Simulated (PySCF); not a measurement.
## A study: H3Sb, SMILES `[SbH3]`

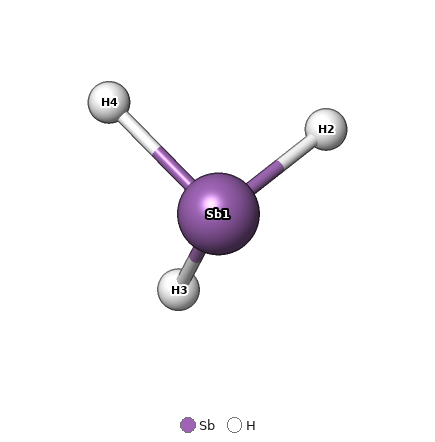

The molecule, with its atoms numbered as below. No frequency check shows the geometry to be a minimum.

Geometry (Å), atoms numbered from 1:

```
Sb1      0.0403    0.0351    0.0132
H2       0.2379   -1.4730   -0.7094
H3      -1.0619   -0.6581    1.0810
H4      -1.2322    0.3413   -1.0466
```

### 1. Bonding charge

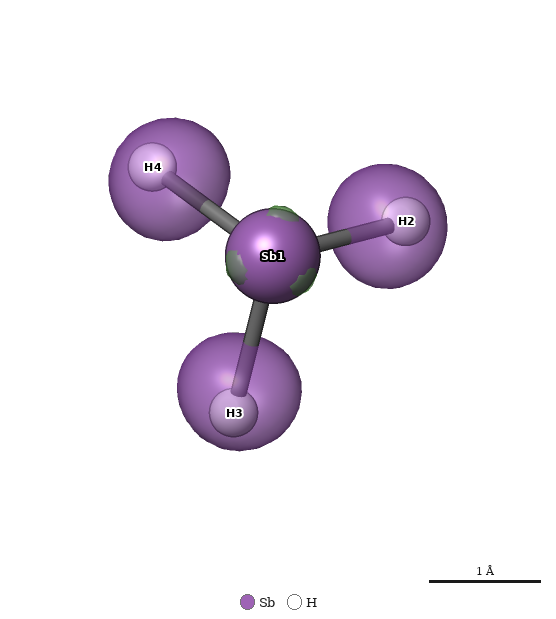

Deformation density (molecule less spherical, spin-averaged free atoms at the same positions), surfaces at ±0.1 e/Å³; purple: gain, green: loss.

Method: PBE0/def2-TZVP; geometry: GFN2-xTB; program: PySCF. Core potentials replace the inner electrons of Sb; spin–orbit coupling isn't included.

> Describe the bonding that the map shows.

Sb1–H2, Sb1–H3 and Sb1–H4: +0.21 e/Å³ at the bond critical point (bond length 1.68 Å, Mayer order 1.0). In all, 0.8 electrons gather in the regions of gain relative to the promolecule.

> Where do the Hirshfeld charges lie?

The highest Hirshfeld charge is on Sb1 (+0.20 e), the lowest on H2, H3 and H4 (−0.07 e).

| atom | charge (e) |
| --- | --- |
| Sb1 | +0.20 |
| H2 | −0.07 |
| H3 | −0.07 |
| H4 | −0.07 |

### 2. Local ionisation energy

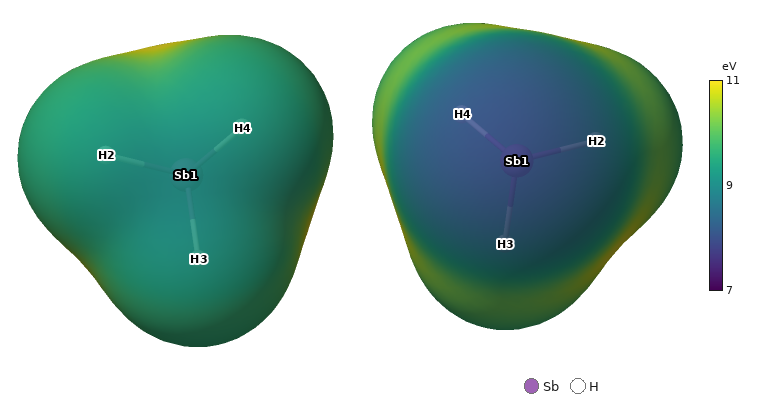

Average local ionisation energy on the surface of electron density 0.001 a.u. (back view left, front view right).

> Where are the most loosely bound electrons on this surface?

The lowest value is 7.9 eV, 2.5 Å from Sb1. Further minima include 9.2 eV, near H4 (1.96 Å), H3 (2.08 Å) and H2 (2.11 Å), over Sb1 (2.5 Å). For comparison, the highest occupied orbital lies at −7.6 eV.

### 3. In an electric field

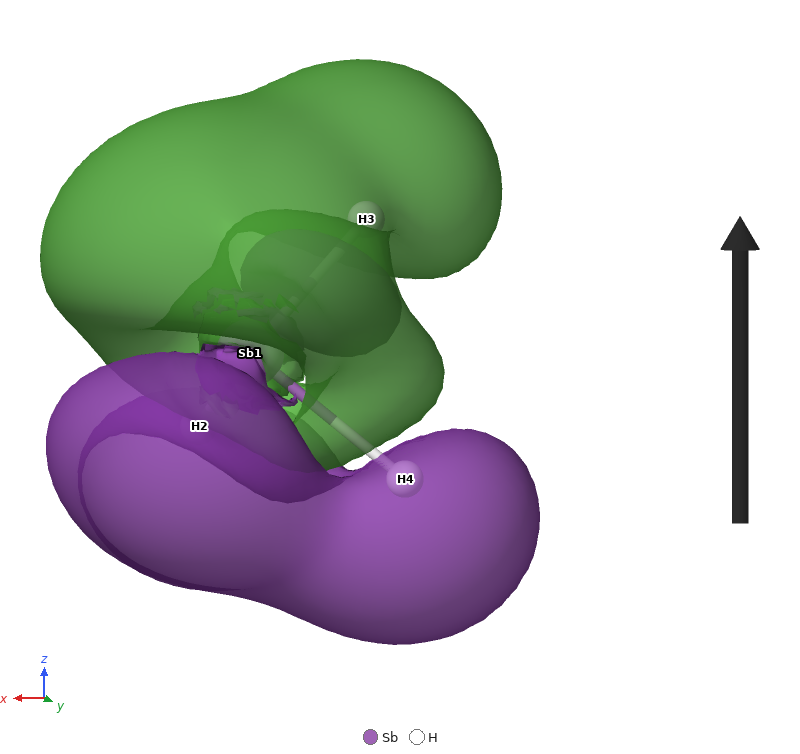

Change of the electron density in a uniform field of 0.41 V/Å along +z (arrow), surfaces at ±0.0015 e/Å³ (purple: gain, green: loss).

Method: PBE/def2-SVPD; geometry: GFN2-xTB; program: PySCF. Core potentials replace the inner electrons of Sb; spin–orbit coupling isn't included.

The field was applied in both directions; the picture shows the one opposite to the script's first.

> What dipole is induced, and what polarisability does it imply?

The induced dipole is 0.93 D (along the field); α along this axis, from the fields in both directions, is 46 bohr³ (6.8 Å³).

### 4. Removing or adding an electron

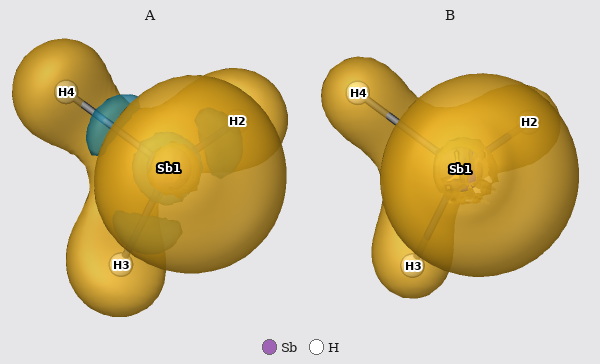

The Fukui function f⁻ from two separate SCF calculations and the density of the HOMO, at ±0.03 e/Å³ (yellow positive, teal negative).

Computed with PySCF, PBE0/def2-SVP, geometry: GFN2-xTB. Core potentials replace the inner electrons of Sb; spin–orbit coupling isn't included.

> Which panel is which, and how good is the frozen-orbital picture?

A is f⁻ (it has negative regions), B the HOMO density. The HOMO lies on Sb1 (78 %) and H2, H3 and H4 (8 % each); f⁻ (Hirshfeld-condensed) is largest on Sb1 (0.63); the vertical ionisation energy is 10.01 eV. Relaxation shifts 14 % of the electron between atoms. The orbital energy is −7.56 eV.

The PySCF runs shown took 6.4 s, 12 s and 26 s on 1 thread of Intel(R) Xeon(R) Platinum 8175M CPU @ 2.50GHz (Skylake/Cascade Lake), on a shared host.
